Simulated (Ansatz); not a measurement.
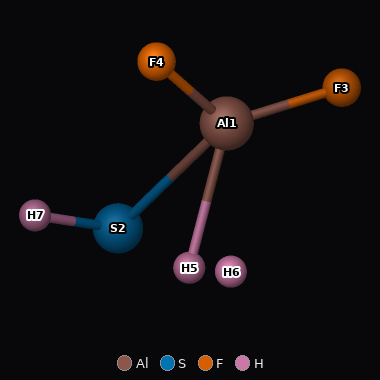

The system is the reacting system AlF₂H₃S (fragments AlF₂HS + H₂ where the first distance is long, AlF₂H₃S where the second is long); the picture shows the reference structure. Coordinates scanned: (1) distance Al1–H6 (bond that forms); (2) distance H5–H6 (bond that breaks). Relaxed at each point: all other coordinates. Grid: 13 × 13 points. Points are written as (first, second). Energies are in kJ/mol, from a guessed transition structure relaxed with its forming and breaking bonds held. Energies and slopes of some neighbouring points disagree (a jump in structure or state, or too coarse a mesh). The reference is spin-restricted, so regions where a bond is pulled apart into radicals lie too high. Method: RKS SPW92 (LDA)/def2-SVP in Ansatz 0.2.0.

Its coordinates:

```xyz
7

Al   -0.3940   -0.8305    0.2198
S     1.4930    0.6725   -0.8416
F    -0.9880   -2.0293   -0.7394
F    -0.3505   -0.8818    1.8661
H    -0.2611    0.9638   -0.5783
H    -1.2110    0.9132   -0.3319
H     1.7116    1.1919    0.4053
```

Range: distance Al1–H6 (bond that forms) from 1.368 to 2.568 Å; distance H5–H6 (bond that breaks) from 0.666 to 1.866 Å.

### What will the energy surface look like?

The lowest grid point is at (2.091 Å, 0.794 Å), −111 kJ/mol from a guessed transition structure relaxed with its forming and breaking bonds held. The highest grid point, (2.568 Å, 1.866 Å), lies 218 kJ/mol above the lowest.

| second ↓, first → | 1.368 | 1.422 | 1.496 | 1.580 | 1.672 | 1.770 | 1.873 | 1.980 | 2.091 | 2.206 | 2.323 | 2.444 | 2.568 |
| --- | --- | --- | --- | --- | --- | --- | --- | --- | --- | --- | --- | --- | --- |
| 1.866 | −25 | −45 | −61 | −68 | −65 | −55 | −37 | −16 | 8 | 33 | 59 | 84 | 108 |
| 1.742 | −19 | −40 | −57 | −64 | −62 | −52 | −36 | −15 | 7 | 32 | 56 | 79 | 101 |
| 1.621 | −13 | −34 | −51 | −59 | −58 | −49 | −34 | −15 | 6 | 28 | 50 | 71 | 90 |
| 1.504 | −6 | −27 | −45 | −55 | −54 | −47 | −33 | −16 | 3 | 23 | 42 | 59 | 74 |
| 1.389 | 2 | −20 | −39 | −49 | −51 | −45 | −33 | −19 | −3 | 13 | 28 | 40 | 51 |
| 1.278 | 11 | −12 | −32 | −44 | −48 | −44 | −36 | −25 | −14 | −3 | 6 | 15 | 22 |
| 1.171 | 20 | −4 | −26 | −40 | −47 | −47 | −43 | −38 | −32 | −27 | −21 | −16 | −10 |
| 1.068 | 29 | 4 | −21 | −39 | −50 | −56 | −58 | −59 | −57 | −55 | −51 | −47 | −43 |
| 0.970 | 36 | 8 | −21 | −44 | −61 | −72 | −79 | −82 | −83 | −82 | −79 | −76 | −73 |
| 0.878 | 27 | −4 | −37 | −63 | −81 | −93 | −99 | −102 | −102 | −102 | −100 | −97 | −94 |
| 0.794 | 20 | −10 | −43 | −68 | −87 | −99 | −107 | −110 | −111 | −109 | −108 | −105 | −102 |
| 0.720 | 30 | −1 | −32 | −58 | −77 | −89 | −97 | −100 | −101 | −100 | −98 | −96 | −93 |
| 0.666 | 51 | 21 | −10 | −36 | −55 | −67 | −75 | −79 | −80 | −79 | −77 | −74 | −72 |

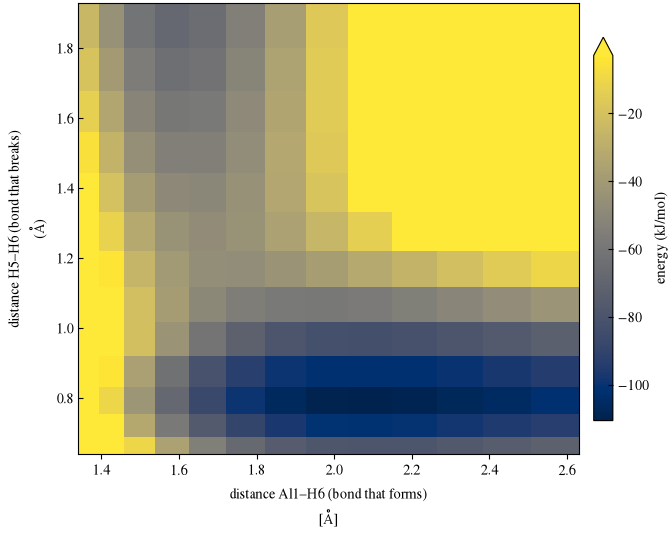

The picture shows one coloured cell a grid point, one colour for all values above the top of the scale.

Each point was launched as `ansatz run input.yaml --threads 1 --pin off --max-ram 2560MiB --backend cpu --events-out ev --progress --plain --runs-dir out`. Time for the 169 points that were run: 23 min on 1 thread of Arm Neoverse V1 (shared host).
